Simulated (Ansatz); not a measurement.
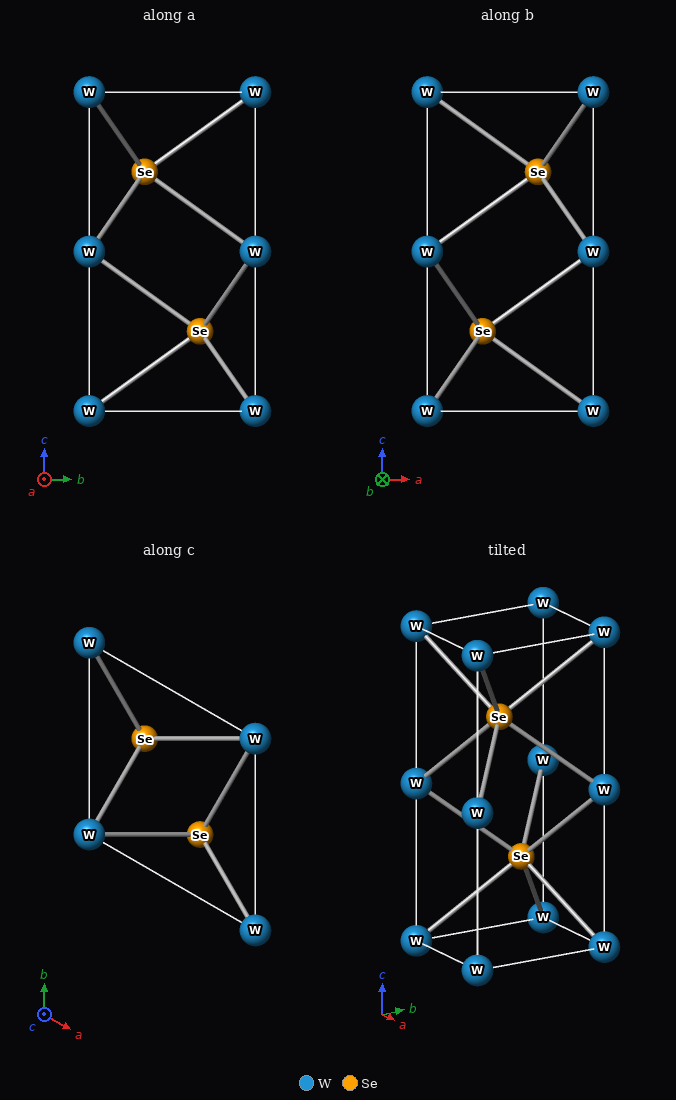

We look at a ball-and-stick model of the crystal along the a axis, along the b axis, along the c axis and slightly off an axis. The edges of the conventional unit cell are marked.

Lattice parameters: a = 4.2987 Å, b = 4.2987 Å, c = 7.1499 Å, α = 90.000°, β = 90.000°, γ = 120.000°.

Question: Record the structure as a CIF with its space group and independent sites.

Answer:
```cif
data_structure
_symmetry_space_group_name_H-M 'P 63/m m c'
_symmetry_Int_Tables_number 194
_cell_length_a 4.2987
_cell_length_b 4.2987
_cell_length_c 7.1499
_cell_angle_alpha 90.000
_cell_angle_beta 90.000
_cell_angle_gamma 120.000
_cell_volume 114.42
loop_
_atom_site_label
_atom_site_type_symbol
_atom_site_symmetry_multiplicity
_atom_site_Wyckoff_symbol
_atom_site_fract_x
_atom_site_fract_y
_atom_site_fract_z
_atom_site_occupancy
W1 W 2 a 0.0000 0.0000 0.0000 1
Se1 Se 2 c 0.3333 0.6667 0.2500 1
```

The structure comes from a structure type filled with these elements by a generator (whether the compound takes this form wasn't checked). Earlier steps of the study, as a rule a relaxation of our own, may have changed the cell and positions, so they can lie some per cent off the listed ones. It was set up as input for a calculation with Ansatz.
